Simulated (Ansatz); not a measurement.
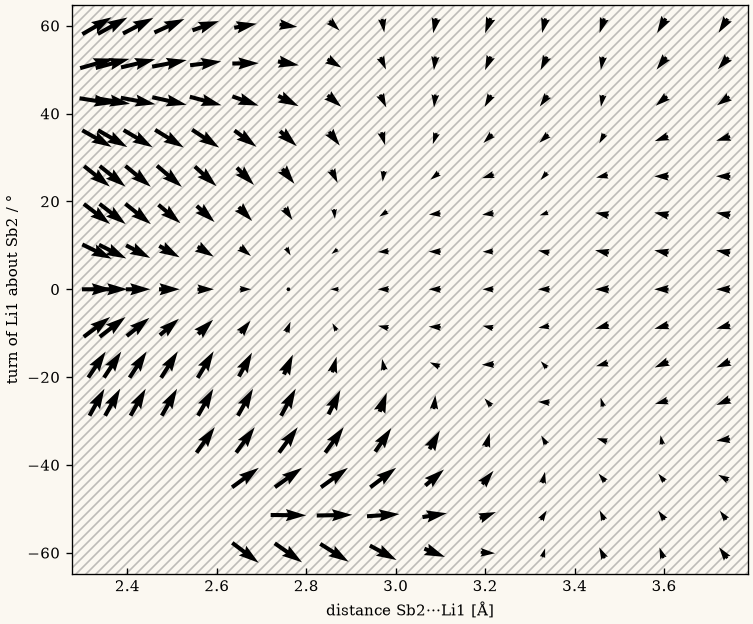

The pair Li···H₃Sb, charge +1. The turn is about an axis along (−0.86, 0.33, 0.39) in the frame of the relaxed pair, normal to the line between the partners. The first coordinate is: distance Sb2···Li1; the second: turn of Li1 about Sb2. Grid: 15 × 15 points. At 20 points there is no value (left out of the scan, as a rule where atoms come close). Method: RKS PBE0-D4/def2-TZVPD (Ansatz 0.2.0).

The picture shows arrows along the force (downhill), their lengths compressed, hatched blanks where no value was computed.

The arrows alone are given. Where is the energy lowest?

Answer. The arrows converge at about distance Sb2···Li1 = 2.777 Å, turn of Li1 about Sb2 = 0° (read from the interpolated surface).

The energy map of the same scan:

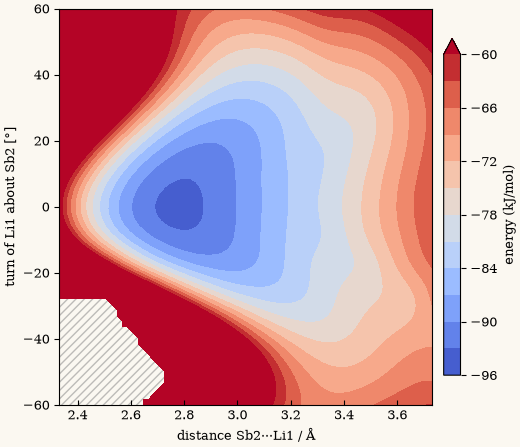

Energies are in kJ/mol, from the ion and the molecule far apart, frozen as in the relaxed pair, each in its own basis (no counterpoise correction); between grid points the surface is interpolated.
